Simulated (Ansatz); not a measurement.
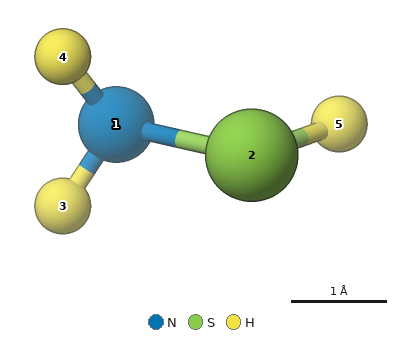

NH₃S, before the relaxation. The picture is a ball-and-stick view, seen at a tilt.

The start comes from PBE-D4/def2-SVP.

These are results of RKS PBE0-D4/def2-TZVP (Ansatz 0.2.0), not measurements.

The input:
```yaml
crystal:
  periodic: [false, false, false]
  atoms:
    - {symbol: N, position_ang: [-0.163235, -0.524423, -0.245313]}
    - {symbol: S, position_ang: [0.171274, 0.955437, 0.608830]}
    - {symbol: H, position_ang: [0.002395, -1.318969, 0.385219]}
    - {symbol: H, position_ang: [-1.154698, -0.537351, -0.515762]}
    - {symbol: H, position_ang: [1.144263, 1.425306, -0.232985]}
basis:
  gaussian: {orbitals: def2-TZVP}
hamiltonian: {xc: pbe0, dispersion: d4}
relax: {f_tol: 0.005, max_steps: 150}
```

Launched with:
```bash
ansatz run in.yaml --threads 2 --pin off --events-out ev --progress --plain --max-ram 32768MiB --backend cpu
```

Where does the relaxation end?

The largest move after the best rigid fit is that of N1, 0.039 Å. By element the largest moves are N 0.039 Å, H 0.035 Å, S 0.012 Å. Among the contacts that change: N1–S2 1.741 → 1.702 Å, S2–H5 1.370 → 1.347 Å, N1–H3 1.028 → 1.010 Å. Among the angles between lasting bonds that change: H3–N1–H4 107.9° → 110.2°, S2–N1–H3 109.0° → 111.1°. The energy falls by 0.033 eV in 6 geometry steps. Largest force component: 0.64 eV/Å at the start, 0.00025 eV/Å at the end.

History of the run:

```csv
step,"E − E(0), eV","largest force component, eV/Å"
0,0.0000,0.6417
1,-0.0234,0.3842
2,-0.0305,0.1622
3,-0.0307,0.2583
4,-0.0333,0.0676
5,-0.0334,0.0056
6,-0.0334,0.0002
```

Final geometry:

```xyz
5

N    -0.1766   -0.5074   -0.2133
S     0.1707    0.9462    0.6017
H     0.0168   -1.3071    0.3722
H    -1.1367   -0.5279   -0.5260
H     1.1258    1.3961   -0.2346
```
